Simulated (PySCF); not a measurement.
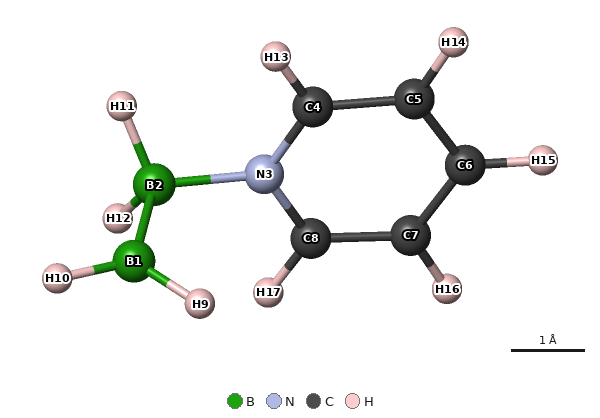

Figure 1. The structure as given in the input (ball-and-stick view, seen at a tilt; atoms are numbered from 1 in the order of the input).

# Geometry relaxation of C5H9B2N

C5H9B2N, computed with PBE0-D3(BJ)/def2-SVP geometry optimisation, gas phase (PySCF 2.14.0).

It belongs to a series of runs on one base structure; here: H on B replaced by BH2.

What the program printed:
```
step   0  E = -299.77813417  max force = 0.059279
step   1  E = -299.78697341  max force = 0.006960
step   2  E = -299.78727428  max force = 0.002448
step   3  E = -299.78720769  max force = 0.003849
step   4  E = -299.78737498  max force = 0.000982
step   5  E = -299.78736847  max force = 0.001321
step   6  E = -299.78738747  max force = 0.000363
optimisation converged
```

Trajectory as extended XYZ (Å, eV, eV/Å), 7 frames, from step=0 to step=6:
```
17
Properties=species:S:1:pos:R:3:forces:R:3 step=0 energy=-8157.37853
B     2.6678    0.4376    0.1564   -1.7140   0.1342  -0.0236
B     1.6604   -0.7634   -0.4619    0.5723   0.4218   0.4528
N     0.1862   -0.3885   -0.2221    0.7773  -0.0955   0.0052
C    -0.3901   -0.7504    0.9090   -3.0482   1.0791  -0.2443
C    -1.7041   -0.3531    1.2143    0.3858   0.0138   0.2158
C    -2.3969    0.4776    0.3392    0.8937  -0.5606  -0.0528
C    -1.7353    0.8450   -0.8289   -0.4301   0.3527  -0.0418
C    -0.4493    0.4060   -1.0728   -1.0513   0.2763  -0.0007
H     2.2257    1.4608    0.6464   -0.0108   0.1317   0.0906
H     3.8113    0.3584    0.1145    1.8247  -0.1684  -0.0666
H     1.8825   -1.8051    0.0871    0.1338  -0.6136   0.2485
H     1.8524   -0.8351   -1.6338    0.1619  -0.0959  -0.9002
H     0.1110   -1.3793    1.5682    1.3646  -1.2237   1.1066
H    -2.1709   -0.6705    2.1547    0.1910  -0.0515  -0.1384
H    -3.4011    0.7924    0.5549   -0.5865   0.2498   0.0712
H    -2.2343    1.4922   -1.5470    0.0472   0.0735  -0.1842
H     0.0682    0.6871   -1.9681    0.4887   0.0762  -0.5383
17
Properties=species:S:1:pos:R:3:forces:R:3 step=1 energy=-8157.61906
B     2.5938    0.9756    0.1972    0.3180   0.1055   0.0739
B     1.5838   -0.2299   -0.3892   -0.0013  -0.1428  -0.0991
N     0.0626    0.1524   -0.1605   -0.1650   0.0817  -0.0421
C    -0.5782   -0.2194    0.9583    0.3579  -0.3021   0.3499
C    -1.8559    0.2194    1.2636   -0.0679  -0.0782  -0.0753
C    -2.5173    1.0504    0.3642   -0.1890   0.0827   0.0800
C    -1.8604    1.4196   -0.8055    0.0350  -0.0499  -0.0331
C    -0.5768    0.9503   -1.0330    0.1511   0.0022  -0.0550
H     2.1967    2.0216    0.6875   -0.0137   0.0424   0.0015
H     3.8143    0.8747    0.1446   -0.2159  -0.0405  -0.0224
H     1.7866   -1.3088    0.1616   -0.0079   0.0071  -0.0092
H     1.7695   -0.3242   -1.6061   -0.0304   0.0071   0.0706
H    -0.0128   -0.8908    1.6278   -0.1966   0.2841  -0.2861
H    -2.3284   -0.1116    2.1893    0.0001   0.0142   0.0136
H    -3.5330    1.4020    0.5723    0.0905  -0.0183  -0.0224
H    -2.3314    2.0621   -1.5496   -0.0274   0.0251  -0.0057
H    -0.0088    1.2094   -1.9301   -0.0376  -0.0202   0.0608
17
Properties=species:S:1:pos:R:3:forces:R:3 step=2 energy=-8157.62724
B     2.6176    0.9739    0.1986    0.0842   0.0361   0.0106
B     1.5805   -0.2238   -0.3798    0.0244   0.0170  -0.0241
N     0.0599    0.1710   -0.1557    0.0612   0.0084   0.0069
C    -0.5729   -0.2087    0.9648   -0.0685   0.0194  -0.0338
C    -1.8643    0.2074    1.2530   -0.0567  -0.0441   0.1015
C    -2.5356    1.0378    0.3588    0.1259  -0.0494  -0.0207
C    -1.8700    1.4149   -0.8052   -0.0520   0.0663  -0.0893
C    -0.5786    0.9642   -1.0315   -0.0141  -0.0649   0.1092
H     2.2606    2.0395    0.6821   -0.0263  -0.0144  -0.0157
H     3.8260    0.8335    0.1319   -0.0456  -0.0388  -0.0127
H     1.7693   -1.3029    0.1744    0.0007   0.0026  -0.0055
H     1.7599   -0.3266   -1.5938    0.0015   0.0069   0.0087
H    -0.0023   -0.8631    1.6284   -0.0343   0.0514  -0.0467
H    -2.3363   -0.1285    2.1774   -0.0041   0.0008   0.0148
H    -3.5529    1.3792    0.5624    0.0132  -0.0075  -0.0075
H    -2.3454    2.0570   -1.5482   -0.0066   0.0111  -0.0018
H    -0.0112    1.2279   -1.9252   -0.0028  -0.0009   0.0059
17
Properties=species:S:1:pos:R:3:forces:R:3 step=3 energy=-8157.62543
B     2.6456    0.9726    0.1888   -0.1175  -0.0072  -0.0221
B     1.5805   -0.2140   -0.3734    0.0367   0.0690   0.0948
N     0.0607    0.1865   -0.1372   -0.0862   0.0516   0.0242
C    -0.5828   -0.1964    0.9763   -0.0851  -0.0078  -0.0384
C    -1.8847    0.1923    1.2586    0.1658   0.1195  -0.1979
C    -2.5393    1.0195    0.3483   -0.1638   0.0400   0.0164
C    -1.8763    1.4169   -0.8117    0.0969  -0.1178   0.1578
C    -0.5776    0.9750   -1.0150   -0.0140   0.0420  -0.1029
H     2.3175    2.0493    0.6695   -0.0103  -0.0324  -0.0183
H     3.8425    0.7991    0.0997    0.0811  -0.0288  -0.0054
H     1.7650   -1.2951    0.1775    0.0036  -0.0072   0.0008
H     1.7443   -0.3187   -1.5874    0.0072   0.0014  -0.0306
H    -0.0106   -0.8385    1.6373    0.1149  -0.1417   0.1542
H    -2.3644   -0.1466    2.1786    0.0084   0.0088  -0.0317
H    -3.5605    1.3503    0.5392   -0.0810   0.0162   0.0100
H    -2.3529    2.0590   -1.5551    0.0151  -0.0248   0.0325
H    -0.0028    1.2413   -1.9015    0.0282   0.0191  -0.0432
17
Properties=species:S:1:pos:R:3:forces:R:3 step=4 energy=-8157.62998
B     2.6430    0.9711    0.1867   -0.0312   0.0117  -0.0038
B     1.5826   -0.2146   -0.3738    0.0005   0.0030   0.0505
N     0.0626    0.1840   -0.1372   -0.0288   0.0198  -0.0072
C    -0.5818   -0.2001    0.9755   -0.0071   0.0054  -0.0285
C    -1.8803    0.2002    1.2533   -0.0047  -0.0002   0.0190
C    -2.5464    1.0250    0.3502    0.0386  -0.0092  -0.0095
C    -1.8738    1.4147   -0.8057   -0.0085   0.0037  -0.0010
C    -0.5760    0.9736   -1.0146   -0.0022   0.0156  -0.0275
H     2.3040    2.0439    0.6657    0.0037  -0.0024  -0.0086
H     3.8438    0.8031    0.1015    0.0143  -0.0163  -0.0026
H     1.7692   -1.2956    0.1769    0.0008  -0.0058  -0.0020
H     1.7479   -0.3184   -1.5889    0.0008   0.0023  -0.0095
H    -0.0127   -0.8480    1.6414    0.0225  -0.0301   0.0377
H    -2.3588   -0.1394    2.1732    0.0022  -0.0034   0.0009
H    -3.5694    1.3550    0.5413   -0.0068  -0.0008   0.0014
H    -2.3474    2.0562   -1.5506    0.0054  -0.0019  -0.0020
H    -0.0023    1.2420   -1.9024    0.0005   0.0086  -0.0072
17
Properties=species:S:1:pos:R:3:forces:R:3 step=5 energy=-8157.62981
B     2.6409    0.9692    0.1885    0.0178   0.0109  -0.0041
B     1.5791   -0.2145   -0.3686   -0.0049   0.0046  -0.0075
N     0.0595    0.1898   -0.1424    0.0669  -0.0346   0.0090
C    -0.5787   -0.1991    0.9722   -0.0207   0.0120  -0.0106
C    -1.8763    0.1996    1.2543    0.0000  -0.0041  -0.0084
C    -2.5429    1.0227    0.3503   -0.0312   0.0141   0.0061
C    -1.8755    1.4163   -0.8072   -0.0064   0.0102  -0.0169
C    -0.5774    0.9798   -1.0215   -0.0091  -0.0314   0.0679
H     2.3083    2.0480    0.6573   -0.0018   0.0044  -0.0071
H     3.8417    0.7910    0.1101   -0.0060  -0.0084   0.0009
H     1.7590   -1.2940    0.1877    0.0012   0.0002  -0.0096
H     1.7505   -0.3244   -1.5829    0.0073   0.0036  -0.0042
H    -0.0056   -0.8480    1.6371   -0.0082   0.0183  -0.0236
H    -2.3532   -0.1419    2.1742   -0.0042   0.0033  -0.0007
H    -3.5671    1.3497    0.5429    0.0047   0.0007  -0.0030
H    -2.3531    2.0572   -1.5498   -0.0076   0.0027   0.0000
H    -0.0049    1.2513   -1.9097    0.0021  -0.0066   0.0117
17
Properties=species:S:1:pos:R:3:forces:R:3 step=6 energy=-8157.63032
B     2.6433    0.9703    0.1858    0.0090   0.0082  -0.0026
B     1.5805   -0.2139   -0.3691   -0.0084  -0.0017   0.0129
N     0.0608    0.1879   -0.1386    0.0187  -0.0086   0.0032
C    -0.5811   -0.2000    0.9743   -0.0109   0.0044  -0.0044
C    -1.8794    0.1995    1.2535   -0.0022  -0.0067  -0.0006
C    -2.5454    1.0233    0.3495   -0.0082   0.0049   0.0037
C    -1.8752    1.4164   -0.8065    0.0021  -0.0028  -0.0008
C    -0.5768    0.9781   -1.0166   -0.0003  -0.0012   0.0104
H     2.3126    2.0490    0.6564   -0.0025   0.0025  -0.0085
H     3.8436    0.7917    0.1032   -0.0014  -0.0081   0.0006
H     1.7631   -1.2939    0.1852    0.0017  -0.0012  -0.0069
H     1.7491   -0.3219   -1.5839    0.0039   0.0034  -0.0025
H    -0.0102   -0.8490    1.6401   -0.0026   0.0061  -0.0070
H    -2.3579   -0.1421    2.1726   -0.0015   0.0015   0.0002
H    -3.5697    1.3505    0.5406    0.0024   0.0000   0.0000
H    -2.3504    2.0576   -1.5504   -0.0011   0.0002  -0.0002
H    -0.0027    1.2494   -1.9037    0.0012  -0.0009   0.0027
```

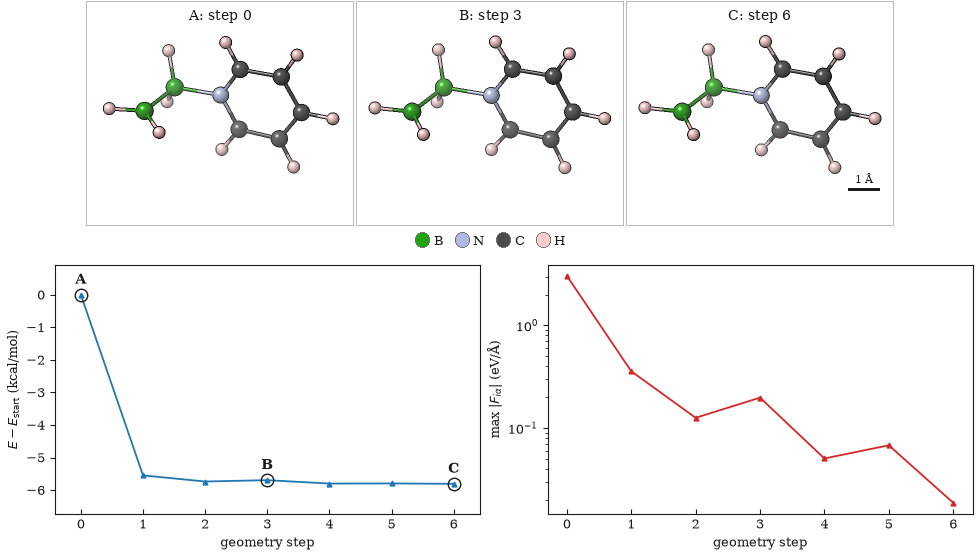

Figure 2. Frames of the relaxation (ball-and-stick view, seen at a tilt) above the curves, on which the letters mark them (steps are counted from 0).

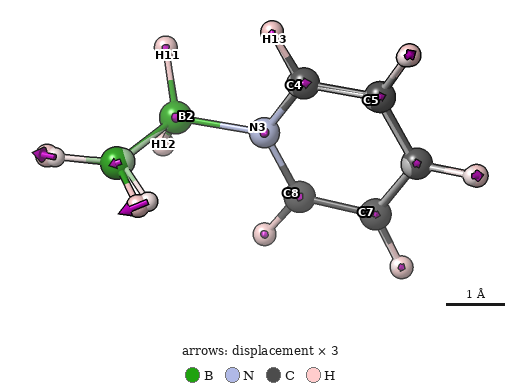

Figure 3. Start (faint) and end (solid) with the displacements as pink arrows, magnified 3 times (ball-and-stick view, seen at a tilt). The two geometries are laid on each other by the best rigid fit. H9 moves most after the best rigid fit: 0.19 Å. By element the largest moves are H 0.19 Å, B 0.08 Å, C 0.08 Å, N 0.06 Å. Distances before and after: B1–H10 1.147 → 1.216 Å, C4–H13 1.040 → 1.091 Å, B2–N3 1.540 → 1.589 Å, B2–H12 1.190 → 1.231 Å. Among the angles that change: N3–C4–H13 119.9° → 115.3°, C5–C4–H13 118.9° → 122.6°, B2–B1–H9 122.0° → 125.2°. The energy falls by 5.81 kcal/mol in 6 geometry steps. Largest force component: 3 eV/Å at the start, 0.019 eV/Å at the end. (Atoms are counted from 1 in the order of the input.)

This output came from the following input.

The input:
```
{"job": {"xc": "PBE0", "basis": "def2-SVP", "d3": "d3bj", "grid": 1, "shake": 0.01, "kind": "geom"}, "charge": 0, "multiplicity": 1}
B      2.667810     0.437600     0.156420
B      1.660440    -0.763430    -0.461940
N      0.186200    -0.388510    -0.222060
C     -0.390150    -0.750450     0.909010
C     -1.704120    -0.353080     1.214300
C     -2.396900     0.477610     0.339180
C     -1.735350     0.845020    -0.828870
C     -0.449270     0.406020    -1.072800
H      2.225710     1.460830     0.646410
H      3.811340     0.358410     0.114470
H      1.882470    -1.805070     0.087130
H      1.852450    -0.835070    -1.633780
H      0.110980    -1.379250     1.568240
H     -2.170920    -0.670530     2.154700
H     -3.401120     0.792420     0.554910
H     -2.234320     1.492190    -1.547010
H      0.068240     0.687100    -1.968140
```

The first line tells a small driver script what to run in PySCF; the rest is the geometry in Å.

Launch command:
```bash
OMP_NUM_THREADS=1 python <driver script> task.json out
```

Summary:

| quantity | value |
| --- | --- |
| outcome | converged |
| total energy | −299.787387 hartree |
| dipole moment | 6.56 D |
| point group | C1 |
| hardware | 1 CPU thread, shared host |
| wall time | 2.1 min |
| peak memory | 0.71 GiB |
